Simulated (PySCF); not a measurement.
C₂H₁₀F₂Si₃ (SMILES FC(F)C([SiH3])([SiH3])[SiH3])

```xyz
17

F     1.3501   -0.2044    1.9941
C     0.1864   -0.6109    1.4053
F    -0.7909   -0.2145    2.2733
C     0.0047   -0.0298    0.0371
Si    0.0138    1.8816    0.1952
Si   -1.6733   -0.6537   -0.6283
Si    1.4632   -0.6348   -1.0371
H     0.1953   -1.7131    1.4314
H    -0.1637    2.4255   -1.1526
H    -1.0876    2.3064    1.0575
H     1.2927    2.3209    0.7506
H    -1.8311   -0.1587   -1.9939
H    -1.6608   -2.1214   -0.6274
H    -2.7693   -0.1857    0.2174
H     2.7342   -0.1546   -0.4991
H     1.2614   -0.1381   -2.3964
H     1.4681   -2.1025   -1.0370
```

Geometry: GFN2-xTB.

Level of theory: PBE0/def2-SVPD, SCF density, gas phase in PySCF.

What will maps of the electron density and electron localisation function show?

C–F (1.37 Å): ρ at the midpoint is about 2.2 e/Å³, with its minimum of 1.7 e/Å³ about 0.5 Å from C; the ELF peaks at about 0.85 between the atoms (a polar covalent bond).
C–C (1.50 Å): ρ at the midpoint is about 1.8 e/Å³; the ELF peaks at about 0.95 between the atoms: a covalent bond.
C–Si (1.91 Å): the density is about 0.87 e/Å³ at the midpoint; the ELF peaks at about 0.95 between the atoms; a covalent bond.
Si–H (1.46 Å): the density is about 0.79 e/Å³ at the midpoint; the ELF climbs to about 1 towards the hydrogen, as it does in any bond to H.

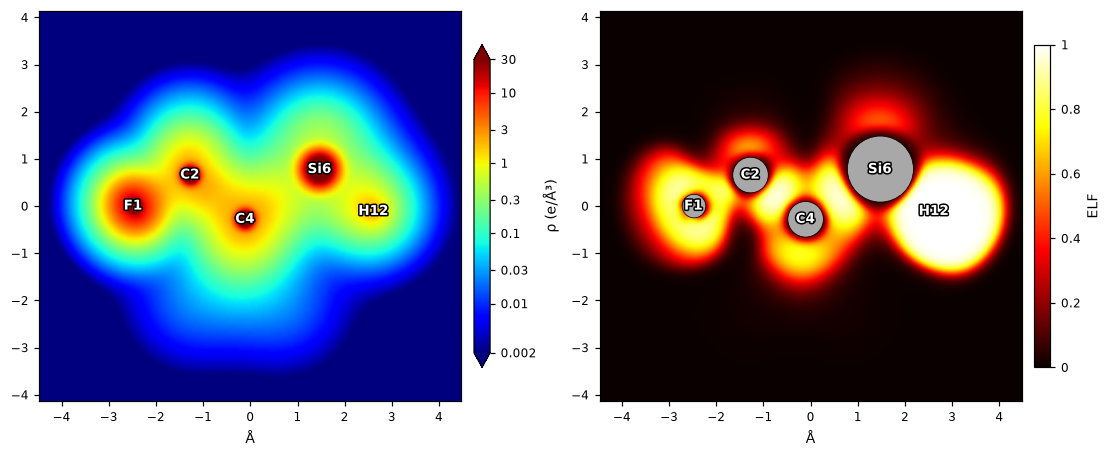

Computed electron density and electron localisation function on the plane of atoms F1, C2 and C4, in this order. Grey discs cover the atomic cores in the ELF map. 
